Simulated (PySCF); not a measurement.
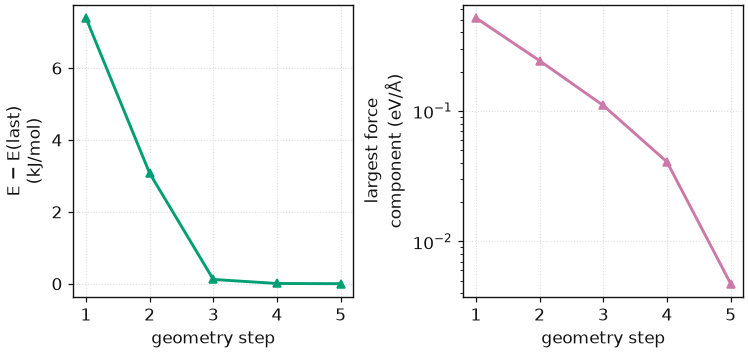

History of a geometry optimisation. The start has point group C2v, which is kept. A held symmetry can leave a saddle point.

NbS2- molecule (charge −1), multiplicity 3; UKS-based PBE0, Nb def2-TZVPD with ECP28, S def2-TZVPD; non-relativistic Hamiltonian with scalar-relativistic core potentials; density fitting in PySCF 2.14.0.

> How did it end, and what did it gain?

The optimisation met its thresholds at geometry 5, counting the start as the first. The energy fell by about 7.4 kJ/mol from the first step to the last. The largest force component goes from about 0.52 eV/Å at the start to 5 × 10⁻³ eV/Å at the end.
